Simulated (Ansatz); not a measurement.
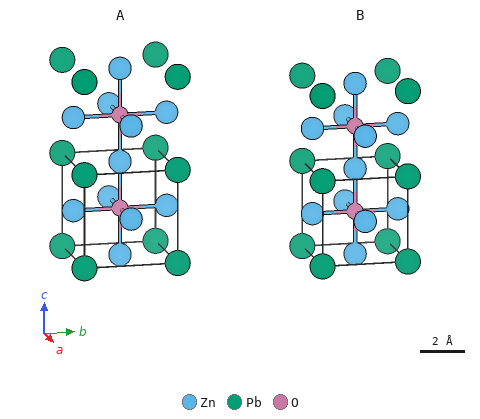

Two geometries of a crystal of Zn3PbO (a generated structure, set up in Pm-3m) (coarse preliminary run), drawn at one scale. One is the start of a relaxation, the other its converged end. Style: ball-and-stick. Shown: the cell of the calculation, repeated 1 × 1 × 2 with one cell outlined, slightly off an axis.

Theory: DFT PBE, scalar-relativistic, plane waves, PAW in Ansatz. Settings: plane-wave cutoff 420 eV; k-point mesh 6 × 6 × 6; occupations gaussian; smearing width 0.1 eV; no spin polarisation; cell and atoms relaxed; force threshold 0.05 eV/Å; at most 80 steps.

### Which one is relaxed?

Structure A is the relaxed one. No atom moves by more than 0.005 Å relative to the cell. Cell: a = b = c 4.037 → 4.412 Å (+9.3 %). Volume +30.5 %. Near-neighbour distances that change, for instance: O–Zn 2.019 → 2.206 Å. The space group stays Pm-3m (No. 221). Over 4 accepted moves (6 points after the start) the energy falls by 326 meV per atom. All forces vanish by symmetry, so only the cell relaxes. Pressure: 33.74 GPa at the start and 0.21 GPa at the end. At 2 points the geometry stayed and the basis and grid were re-selected for the new cell (energy shift of 18.0 meV per atom at most each time). The run took about 14 core-seconds on a shared host.
